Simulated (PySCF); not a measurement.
**C5H10O2 (SMILES COC(=O)C(C)C): density, localisation and related maps**

```yaml
atoms:
  - { symbol: C, position_ang: [2.7760, -0.5522, -0.1546] }
  - { symbol: O, position_ang: [1.5187, -0.2593, 0.4454] }
  - { symbol: C, position_ang: [0.5491, 0.1026, -0.4070] }
  - { symbol: O, position_ang: [0.7184, 0.1979, -1.5934] }
  - { symbol: C, position_ang: [-0.7627, 0.3203, 0.3072] }
  - { symbol: C, position_ang: [-1.5638, 1.4211, -0.3662] }
  - { symbol: C, position_ang: [-1.5256, -1.0044, 0.3219] }
  - { symbol: H, position_ang: [2.6846, -1.3885, -0.8493] }
  - { symbol: H, position_ang: [3.1529, 0.3146, -0.6988] }
  - { symbol: H, position_ang: [3.4444, -0.8089, 0.6641] }
  - { symbol: H, position_ang: [-0.5309, 0.5986, 1.3388] }
  - { symbol: H, position_ang: [-2.5199, 1.5560, 0.1438] }
  - { symbol: H, position_ang: [-1.7580, 1.1664, -1.4093] }
  - { symbol: H, position_ang: [-1.0296, 2.3731, -0.3490] }
  - { symbol: H, position_ang: [-1.7542, -1.3231, -0.6977] }
  - { symbol: H, position_ang: [-0.9492, -1.7928, 0.8098] }
  - { symbol: H, position_ang: [-2.4677, -0.8875, 0.8617] }
```

Geometry: PBE0-D3(BJ)/def2-TZVP.

The calculation used PySCF 2.14.0, PBE0/pcSseg-2, SCF density, gas phase, non-relativistic.

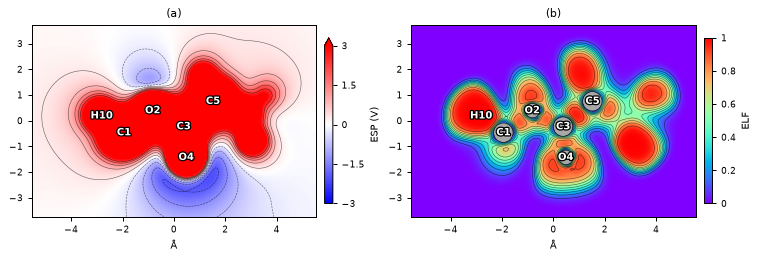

Figure 1. (a) electrostatic potential; (b) ELF on the plane of atoms O2, C3 and O4. Grey discs cover the atomic cores in the ELF map.

### Describe what can be read from this map.

- The plane passes through C, O and H nuclei.
- C–O (1.20 Å): the ELF peaks at about 0.85 between the atoms (a multiple bond).
- C–C (1.51 Å): the ELF peaks at about 0.95 between the atoms (a shared electron pair).
- C–H (1.09 Å): the ELF climbs to about 1 towards the hydrogen, as it does in any bond to H (a covalent bond by its length).
- C–O (1.34 Å): the ELF peaks at about 0.90 between the atoms; a shared but strongly polarised pair.
- The ELF also peaks beside O4 and O2, away from the bonds: lone-pair regions.
- Outside the dense part of the molecule the potential is most negative (−2.1 V) near O4.

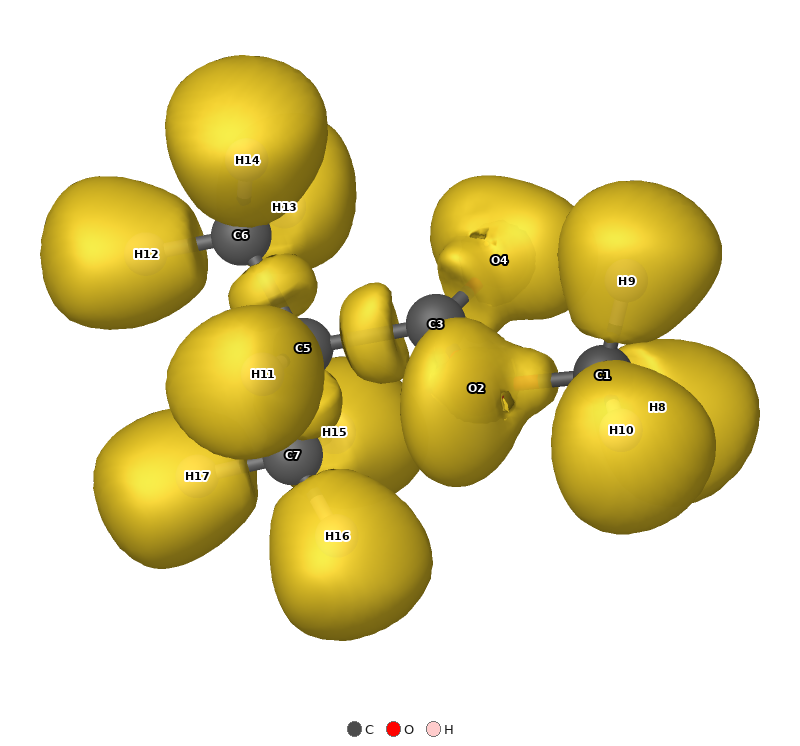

Figure 2. Isosurface of the electron localisation function at 0.75 (yellow), seen at a tilt. Core shells and regions of very low density are left out.

### Where are the electrons localised?

The ELF exceeds this value in three regions between bonded C–C atoms (shared pairs), ten regions around hydrogen nuclei and two regions on O in which the atom's valence shell and bonds are merged.

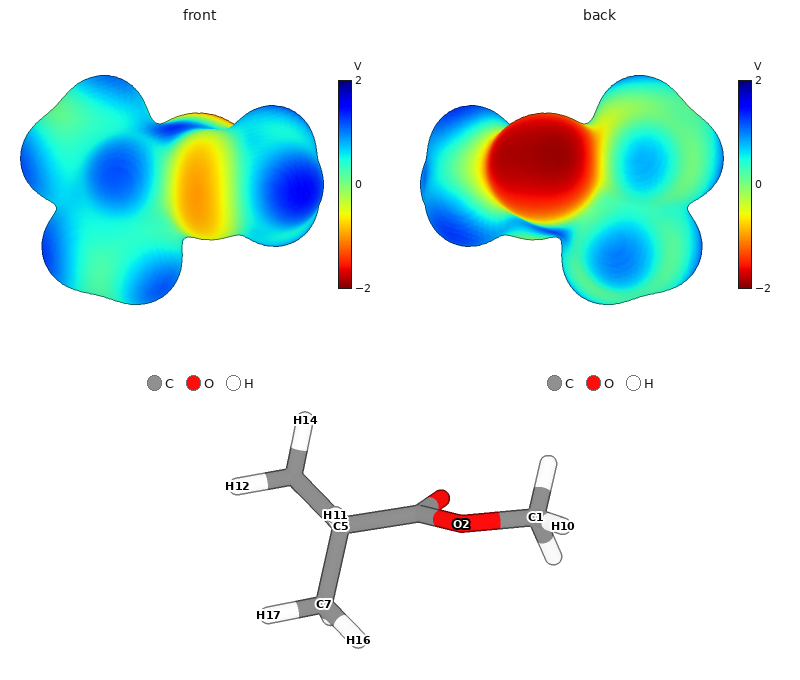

Figure 3. The electrostatic potential painted on the density surface at 0.004 e/bohr³, seen from the front and from behind; the colour scale runs from red (negative) to blue (positive). The bare structure is drawn below in the same view.

### Describe the electrostatic potential map.

The most negative region (about −1.9 V) lies over O4, the most positive (about +1.5 V) over H10. O4 is the likeliest acceptor of a hydrogen bond.

### How polar is the molecule by this calculation?

Its dipole moment is 1.81 D.
